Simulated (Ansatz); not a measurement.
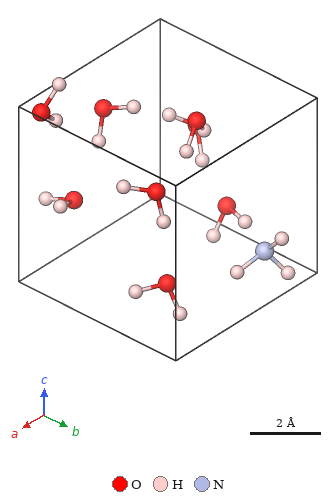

Starting frame of a dynamics run of a periodic cell with 8 H2O + 1 NH3 at 1.199 g/cm³. It starts from the last geometry of an earlier run, with fresh velocities. Style: ball-and-stick. Shown: the simulation cell, from a free direction.

Method: DFT PBE-D3(BJ), scalar-relativistic, plane waves, PAW (Ansatz).

The input:
```yaml
accuracy: low
crystal:
  lattice:
    - [6.065939, 0.0, 0.0]
    - [0.0, 6.065939, 0.0]
    - [0.0, 0.0, 6.065939]
  atoms:
    - { symbol: O, position: [0.47610112, 0.06679286, 0.7575551] }
    - { symbol: H, position: [0.42914752, 0.21722528, 0.810059] }
    - { symbol: H, position: [0.52710698, 0.08292339, 0.60241038] }
    - { symbol: O, position: [0.04226908, 0.27183588, 0.53545969] }
    - { symbol: H, position: [0.0882519, 0.3468792, 0.39322516] }
    - { symbol: H, position: [0.15269989, 0.19408495, 0.61570994] }
    - { symbol: O, position: [0.90011864, 0.05240747, 0.94082036] }
    - { symbol: H, position: [0.81222443, 0.08708015, 1.07228193] }
    - { symbol: H, position: [0.78380845, 0.04091967, 0.83078931] }
    - { symbol: O, position: [0.69334351, 0.66840223, 0.13862218] }
    - { symbol: H, position: [0.84470207, 0.60384204, 0.13807576] }
    - { symbol: H, position: [0.69034585, 0.74777915, -0.00045216] }
    - { symbol: O, position: [0.67574574, 0.5838409, 0.61483502] }
    - { symbol: H, position: [0.67239938, 0.62739322, 0.46219564] }
    - { symbol: H, position: [0.79653287, 0.48318772, 0.65801716] }
    - { symbol: O, position: [0.31094682, 0.51172159, 0.80461372] }
    - { symbol: H, position: [0.44556407, 0.56844621, 0.72362734] }
    - { symbol: H, position: [0.21103381, 0.46918009, 0.68125557] }
    - { symbol: O, position: [0.07982133, 0.49566805, 0.19531449] }
    - { symbol: H, position: [0.14228555, 0.66833507, 0.21391168] }
    - { symbol: H, position: [0.14561583, 0.47022418, 0.04628532] }
    - { symbol: O, position: [0.69521859, 0.07622305, 0.34779137] }
    - { symbol: H, position: [0.71927293, -0.08115767, 0.29680777] }
    - { symbol: H, position: [0.84723124, 0.12675619, 0.41072766] }
    - { symbol: "N", position: [0.24005733, 0.88096305, 0.19134485] }
    - { symbol: H, position: [0.16396584, 0.96165267, 0.06536182] }
    - { symbol: H, position: [0.2409611, 0.9918016, 0.31303833] }
    - { symbol: H, position: [0.40354499, 0.85339256, 0.14065884] }
basis:
  ecutwfc: 420.0
kpoints:
  mp_grid: { grid: [1, 1, 1] }
hamiltonian:
  xc: pbe
  dispersion: d3bj
scf:
  occupations: { method: fermi_dirac, width: 0.05 }
  lower_state_search: "off"
md:
  timestep: 0.5
  n_steps: 400
  ensemble: npt_langevin
  temperature: 300.0
  initial_velocities: maxwell_boltzmann
  seed: 542898
  friction: 0.02
  pressure: 10.0
  fix_cell: [shape]
  masses: [{ species: H, mass: 2.014 }]
```

Run as
```bash
ansatz run input.yaml --threads 1 --pin off --max-ram 3072MiB --backend cpu --events-out ev --progress --plain --runs-dir out
```

Question: What does the trajectory do?

Answer: Over the second half the temperature averages 347 K (spread ±45 K). The potential energy in the second half lies on average 52.6 meV per atom above the first frame. The mean pressure there is 9.1 GPa. The volume ends −26.0 % from the start. Root-mean-square distances from the starting positions over the second half, with the common drift of all atoms taken out: H 0.69 Å, O 0.39 Å, N 0.20 Å. The heavy atoms stay within a fraction of a molecule's size of their starting places, while the hydrogen atoms travel further, as molecules turn; so short a run doesn't tell a liquid from a solid. Bond changes: 2 H–O bonds break between 56 fs and 126 fs. The conserved quantity stays between −0.09 and 0.15 meV per atom of its start. A straight-line fit has a slope that amounts to +0.049 meV per atom over 200 fs (0.1 % of the mean kinetic energy), and the ripple about it is 0.6 % of the kinetic energy's fluctuation. With a drift under 2 % and a ripple under 7 %, the integration is accurate.

Along the run (each row but the first and the last is the mean over the interval that it begins):

| time (fs) | potential energy (meV/atom) | T (K) | p (GPa) |
| --- | --- | --- | --- |
| 0.0 | 0.0 | 289 | 2.2 |
| 20.0 | 35.5 | 347 | 6.9 |
| 40.0 | 67.8 | 405 | 12.5 |
| 60.0 | 90.9 | 347 | 15.4 |
| 80.0 | 89.4 | 333 | 13.6 |
| 100.0 | 58.6 | 360 | 9.0 |
| 120.0 | 46.5 | 342 | 7.8 |
| 140.0 | 40.9 | 342 | 8.4 |
| 160.0 | 54.0 | 307 | 9.7 |
| 180.0 | 62.7 | 380 | 10.5 |
| 200.0 | 64.0 | 432 | 11.4 |

The paths of the atoms:

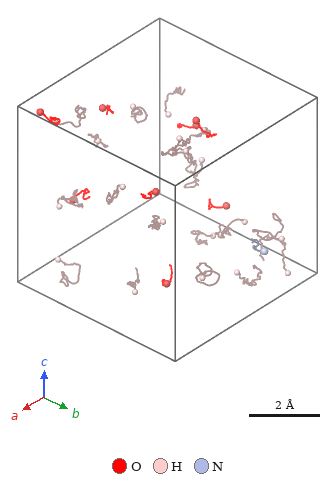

Limits of the set-up: the program's low-accuracy preset was used; masses were changed (H 2.014 u), which shifts the vibrations; the periodic images lie only 6.1 Å apart, so the values are limited by the cell's size.
